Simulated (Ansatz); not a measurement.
The calculation's input:

```
crystal:
  periodic: [false, false, false]
  atoms:
    - { symbol: W, position_ang: [0.0, 0.0, 0.0] }
    - { symbol: Cl, position_ang: [0.0, 0.0, 2.74] }
    - { symbol: H, position_ang: [1.72, 0.0, 0.0] }
    - { symbol: H, position_ang: [0.0, 1.72, 0.0] }
    - { symbol: F, position_ang: [-1.85, 0.0, 0.0] }
    - { symbol: H, position_ang: [0.0, -1.72, 0.0] }
    - { symbol: H, position_ang: [0.0, 0.0, -1.72] }
    - { symbol: O, position_ang: [1.4721, 1.5335, 0.7063] }
    - { symbol: Al, position_ang: [2.9226, 1.1852, 1.6775] }
    - { symbol: H, position_ang: [3.4691, -0.2732, 1.7677] }
    - { symbol: H, position_ang: [3.6472, 2.3382, 2.4384] }
    - { symbol: H, position_ang: [1.039, 1.0824, 1.9242] }
basis:
  gaussian: { orbitals: def2-SVP }
hamiltonian:
  xc: blyp
relax:
  f_tol: 0.15
  max_steps: 25
  restrain:
    - { distance: [0, 7], at: 1.94, k: 30.0 }
    - { distance: [11, 1], at: 1.37, k: 30.0 }
    - { distance: [0, 1], at: 3.59, k: 30.0 }
    - { distance: [11, 7], at: 2.21, k: 30.0 }
output:
  orbitals: {}
```

Launched as:

```sh
ansatz run input.yaml --threads 4 --pin off --max-ram 5120MiB --backend cpu --events-out ev --progress --plain --runs-dir out
```

The fields are those of the run's last geometry, not of the input's.

Core potentials replace the inner electrons of W; not at a stationary point (largest force 0.9 eV/Å).

Method: Ansatz 0.2.0, RKS BLYP/def2-SVP.

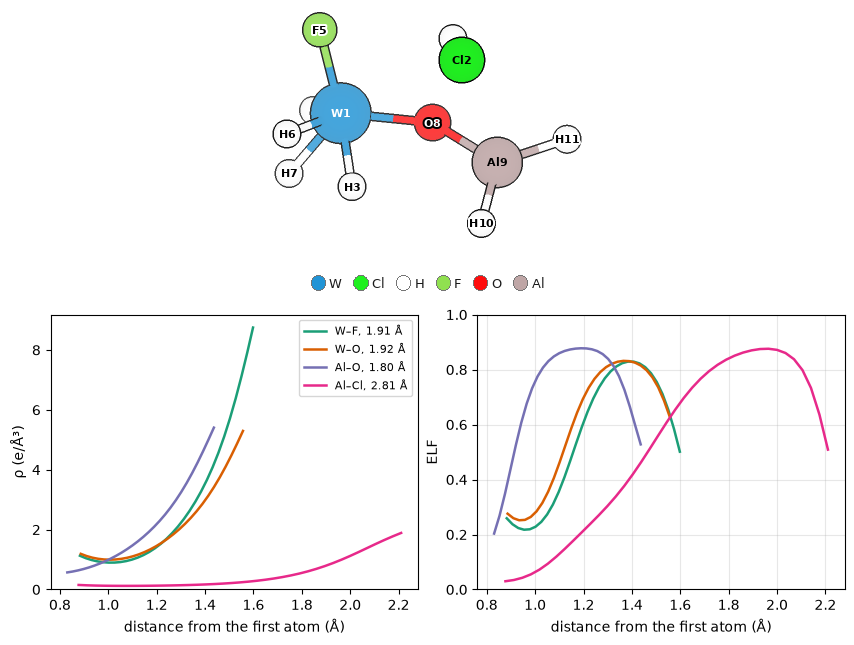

AlFH6OW···HCl. Electron density and electron localisation function along straight lines between neighbouring atoms. The curves leave out the atomic cores. The structure is drawn too.

**What can be read from the curves?**

W–F (1.91 Å): ρ is about 0.94 e/Å³ halfway; the ELF peaks at about 0.85 in the valence shell of F, 0.5 Å from its nucleus, and drops to about 0.20 between the two atoms.
W–O (1.92 Å): the density is about 1 e/Å³ at the midpoint; the ELF peaks at about 0.85 in the valence shell of O, 0.6 Å from its nucleus, and drops to about 0.25 between the two atoms.
Al–O (1.80 Å): the density is about 0.68 e/Å³ at the midpoint; the ELF peaks at about 0.90 in the valence shell of O, 0.6 Å from its nucleus, and is about 0.45 at the midpoint.
Al9···Cl2 (2.81 Å): the density falls to about 0.12 e/Å³ on the way; the ELF peaks at about 0.90 in the valence shell of Cl, 0.8 Å from its nucleus, and is about 0.40 at the midpoint.
